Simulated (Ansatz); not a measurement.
# MP2/6-31G(d) (spherical functions) run of BH3 (SMILES [H]B([H])[H])

What is the vertical singlet–triplet gap of BH3 at MP2/6-31G* (spherical functions)? 

Program for the calculation: Ansatz 0.2.0.

## 1. The structure to begin with

The species is BH3 (4 atoms), meant as a singlet with charge 0. As SMILES, `[H]B([H])[H]`. The coordinates come from a GFN2-xTB relaxation.

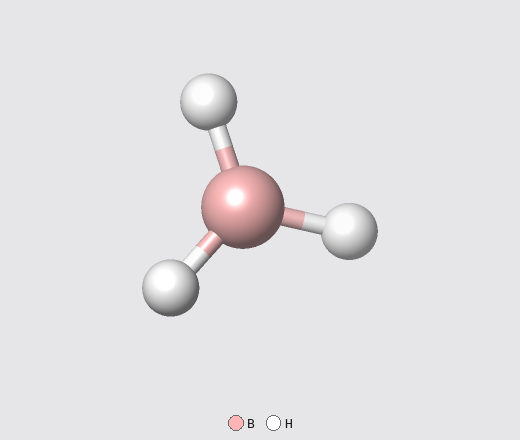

The structure, seen from a chosen angle (boron pink, hydrogen white).

## 2. A single-point energy at MP2/6-31G(d) (spherical functions)

in.yaml reads:

```yaml
crystal:
  periodic: [false, false, false]
  atoms:
    - {symbol: B, position_ang: [0.000060, 0.000030, -0.001400]}
    - {symbol: H, position_ang: [1.163870, -0.030320, 0.015280]}
    - {symbol: H, position_ang: [-0.555340, 1.023410, -0.018650]}
    - {symbol: H, position_ang: [-0.608600, -0.993120, 0.004770]}
basis:
  gaussian: {orbitals: 6-31G_st_-spherical.json}
accuracy: high
magnetization: {spin_polarized: false, initial_magnetization: 0}
correlation: {method: mp2, frozen_orbitals: {B: 1, H: 0}}
```

The basis set 6-31G* is read from a file made from the Basis Set Exchange's data (not shown).

The run is started by

```sh
ansatz run in.yaml --threads 1 --pin off --max-ram 2610MiB --events-out events.jsonl --progress --plain --runs-dir runs
```

The log of the run:

```text
Warning: RAYON_NUM_THREADS=1 ignored (pool sized by the plan → 1); use --threads N
Functional definition: HF
  name "HF"
  exchange = exact_x
  correlation = 0
417 factors; integrals over basis functions are off by at most 3.7e-9 eV
mean field evaluation 1: about -717.7000 eV, gradient 9.4e0 eV
mean field evaluation 2: about -717.6990 eV, gradient 9.4e0 eV
mean field evaluation 4: about -718.0675 eV, gradient 1.9e-1 eV
mean field evaluation 8: about -718.0676 eV, gradient 2.3e-4 eV
mean field -718.06758758 eV, -26.3884971198 hartree, gradient 7.8e-9 eV, S^2 0.000000; 0 other end points of the search recorded, 0 dependent functions left out
1 core orbitals not correlated: weight in the atoms' cores, before any rotation towards them, 1.000 or more for the frozen orbitals, at most 0.000 for the correlated occupied ones
reference -718.06758758 eV, -26.3884971198 hartree; 3, 3 occupied and 16, 16 virtual orbitals, 417 factors
second order -2.00326217 eV of doubles, -0.00000000 eV of singles
Total energy: -720.07084975 eV, -26.4621156466 hartree
```

Wall time 0.1 s (1 thread of Arm Neoverse V1, shared host).

## 3. The triplet at the same level

run.yaml reads:

```yaml
crystal:
  periodic: [false, false, false]
  atoms:
    - {symbol: B, position_ang: [0.000060, 0.000030, -0.001400]}
    - {symbol: H, position_ang: [1.163870, -0.030320, 0.015280]}
    - {symbol: H, position_ang: [-0.555340, 1.023410, -0.018650]}
    - {symbol: H, position_ang: [-0.608600, -0.993120, 0.004770]}
basis:
  gaussian:
    orbitals: 6-31G_st_-spherical.json
total_charge: 0
magnetization:
  spin_polarized: true
  initial_magnetization: 2
correlation:
  method: mp2
  frozen_orbitals: {B: 1, H: 0}
accuracy: high
```

The basis set 6-31G* is read from a file made from the Basis Set Exchange's data (not shown).

The run is started by

```sh
ansatz run run.yaml --threads 1 --pin off --max-ram 2610MiB --events-out events.jsonl --progress --plain --runs-dir runs
```

The log of the run:

```text
Warning: RAYON_NUM_THREADS=1 ignored (pool sized by the plan → 1); use --threads N
[... 4 set-up lines as earlier in the session ...]
417 factors; integrals over basis functions are off by at most 3.7e-9 eV
mean field evaluation 1: about -711.7382 eV, gradient 8.5e0 eV
mean field evaluation 2: about -711.7423 eV, gradient 8.5e0 eV
mean field evaluation 4: about -712.3818 eV, gradient 7.1e-1 eV
mean field evaluation 8: about -712.3937 eV, gradient 1.2e-1 eV
mean field evaluation 16: about -712.4248 eV, gradient 2.8e-1 eV
mean field evaluation 32: about -712.4251 eV, gradient 3.4e-3 eV
mean field -712.42599893 eV, -26.1811725610 hartree, gradient 2.8e-8 eV, S^2 2.008104; 4 other end points of the search recorded, 0 dependent functions left out
1 core orbitals not correlated: weight in the atoms' cores, before any rotation towards them, 1.000 or more for the frozen orbitals, at most 0.000 for the correlated occupied ones
reference -712.42599893 eV, -26.1811725610 hartree; 4, 2 occupied and 15, 17 virtual orbitals, 417 factors
second order -1.94038352 eV of doubles, -0.00000000 eV of singles
Total energy: -714.36638245 eV, -26.2524803403 hartree
```

Run time: 0.16 s. Hardware: 1 thread of Arm Neoverse V1, shared host.

## 4. Summary of results

At MP2/6-31G* (spherical functions), 1 core orbital frozen:

```
                                           quantity         value
                              singlet: total energy  -26.46212 Eh
singlet: correlation energy (1 core orbital frozen)     -73.6 mEh
                              triplet: total energy  -26.25248 Eh
triplet: correlation energy (1 core orbital frozen)     -71.3 mEh
         triplet: ⟨S²⟩ of the reference determinant         2.008
   vertical energy of the triplet above the singlet      5.704 eV
```

**Reading.** At this shape the triplet lies 5.70 eV (132 kcal/mol) above the singlet.
